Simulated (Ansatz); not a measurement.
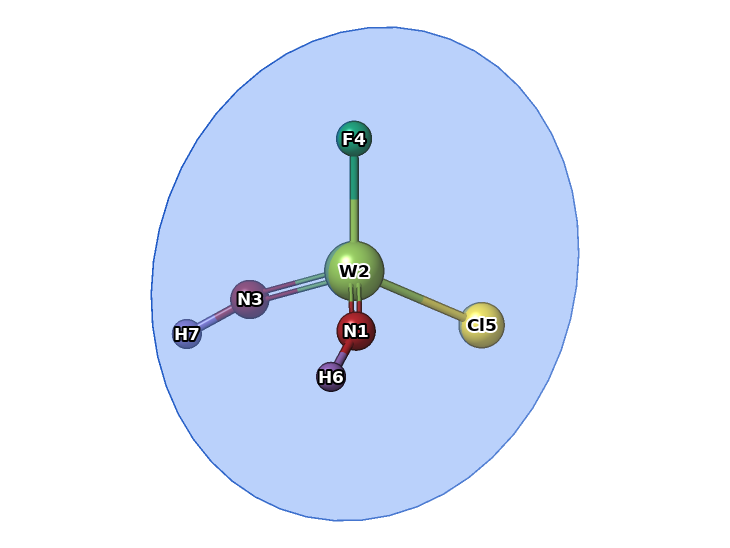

A disc through the centre of mass is drawn in. Distant atoms are faded towards the background colour. Charge 0, singlet. The geometry was computed by an optimisation with PBE0-D4/def2-TZVP.

Is the plane of the disc a mirror plane of the structure?

Answer. Yes. The reflection leaves W2, F4, Cl5 in place and moves N1 ↔ N3; H6 ↔ H7. The point group is Cs.
